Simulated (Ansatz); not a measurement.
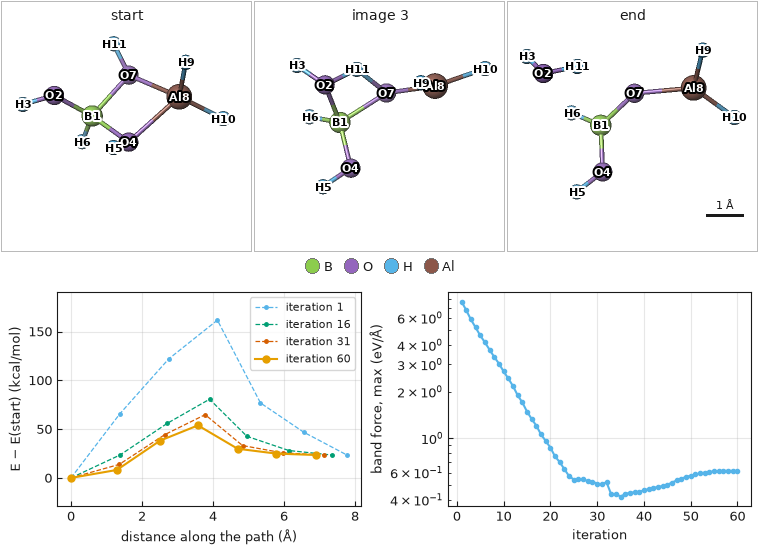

NEB run on AlBH6O3. Images are numbered from 0 (start) to 6 (end). The plot follows the band through its iterations. A ball-and-stick model, seen from a free direction.

Method: RKS B3LYP-D4/def2-SVP in Ansatz 0.2.0. Settings: 5 movable images; climbing image; force threshold 0.05 eV/Å; iteration limit 60; optimiser L-BFGS; largest step 0.02 Å; starting path through a guess of the saddle point.

Did the band converge, and can the barrier be trusted?

Answer. The result isn't final. The band hadn't converged when the run stopped after 60 iterations. The largest component of the band force went from 7.7 to 0.61 eV/Å. The barrier read from it is provisional: over the last two iterations the highest image moved from 54.3 kcal/mol to 53.8 kcal/mol. The step length is far from the usual. The first iteration put the highest image at 161.7 kcal/mol. Forward barrier 53.8 kcal/mol, backward barrier 30.3 kcal/mol, with image 3 at the top; the reaction energy is +23.5 kcal/mol.

The run took 11 min on 2 threads of Arm Neoverse V2 (shared host), peak memory 0.21 GiB.
